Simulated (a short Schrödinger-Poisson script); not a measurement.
Stack: symmetric double-gate stack, SiO2 on p-type Ge(111), at 77 K.

```
layer  material  thickness (nm)  Na (cm⁻³)
-----  --------  --------------  ---------
1          SiO2             1.1          -
2            Ge              20       2e18
3          SiO2             1.1          -
```

The device is made up for the run: typed textbook-type constants, with dimensions and the other settings drawn at random. SiO2: permittivity 3.9, conduction-band edge (eV) 3.1, gap (eV) 9, electron mass (mₑ) 0.5. Ge: permittivity 16, conduction-band edge (eV) 0, gap (eV) 0.664, Nv at 300 K (cm⁻³) 6e18.

Channel valleys (confinement mass, in-plane density-of-states mass, number): L1 1.59, 0.08, 1; L3 0.09, 0.34, 3. At the gates, both at one voltage, the conduction-band edge of layer 1 lies 3.23 eV − eVg above the Fermi level of the channel. Gaps are held at their typed values at every temperature. Mesh 0.03 nm at interfaces.

Solved with a short Schrödinger-Poisson script written for these runs: 1D Poisson equation in equilibrium, electrons quantum, Hartree (BenDaniel-Duke, 12 states a valley, the channel's in-plane mass for all, wave functions free to enter the dielectric), parabolic valleys, classical holes, full ionisation, no traps, pinning or gate leakage.

Only gate voltages with over 1e8 electrons/cm² are shown.

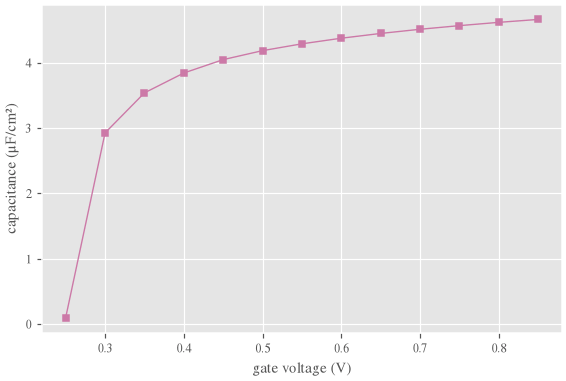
Fig. 1. Quasi-static capacitance against gate voltage

```
Vg (V)  electrons (cm⁻²)  C (μF/cm²)  L1 E0 (meV)  L1 E1 (meV)  L3 E0 (meV)  L3 E1 (meV)
------  ----------------  ----------  -----------  -----------  -----------  -----------
0.25              3.90e9      0.0989         31.5         31.5         78.6         87.7
0.3              4.60e11        2.93         -3.7         -3.7         44.3         53.2
0.35             1.49e12        3.54        -20.6        -20.6         29.8         38.3
0.4              2.64e12        3.84        -33.7        -33.7         20.3         28.2
0.45             3.88e12        4.05        -44.5        -44.5         14.3         21.3
0.5              5.16e12        4.19        -53.9        -53.9         10.1         16.3
0.55             6.49e12        4.29        -62.5        -62.5          7.0         12.3
0.6              7.84e12        4.38        -70.5        -70.5          4.4          9.0
0.65             9.21e12        4.45        -78.0        -78.0          2.2          6.2
0.7              1.06e13        4.51        -85.1        -85.1          0.3          3.7
0.75             1.20e13        4.57        -91.9        -91.9         -1.5          1.5
0.8              1.35e13        4.62        -98.3        -98.3         -3.1         -0.6
0.85             1.49e13        4.66       -104.6       -104.6         -4.6         -2.4
```

Subbands count from the Fermi level. The capacitance is that of both gates.

Only the L valleys are kept; under strong confinement the Δ valleys of Ge fill too.
